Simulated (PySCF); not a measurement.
Molecule: Al(Me)(OH)2, CH5AlO2, SMILES [CH3][Al]([OH])[OH]. Atoms near the plane z = 0.0 Å, at the CAM-B3LYP/def2-SVP optimised geometry (x, y, z in Å): Al1 (-0.3, 0.1, 0.0), C2 (-1.3, -1.6, 0.0), H3 (-1.9, -1.7, 0.9), H4 (-0.6, -2.4, -0.1), H5 (-2.0, -1.6, -0.8), O6 (1.4, 0.1, 0.0), H7 (2.0, 0.8, 0.0), O8 (-1.2, 1.5, 0.0), H9 (-1.0, 2.4, 0.0).

Computed with CAM-B3LYP/def2-TZVP (PySCF 2.14.0). Cells within 0.4 Å of a nucleus heavier than hydrogen are left out (blank, or x). The values are rescaled to run from 0 to 1.

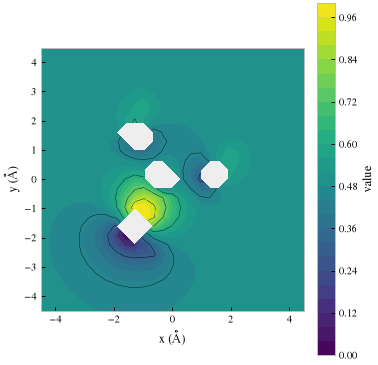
Fig. 1. a field on the plane z = 0.0 Å.

Q: Which quantity is mapped?
A. an orbital amplitude
B. electrostatic potential
C. Laplacian of the electron density
D. deformation density (molecule minus spherical neutral atoms)

A: A, an orbital amplitude. In full: HOMO amplitude (bohr^(-3/2)), clipped to [-0.25, 0.25].
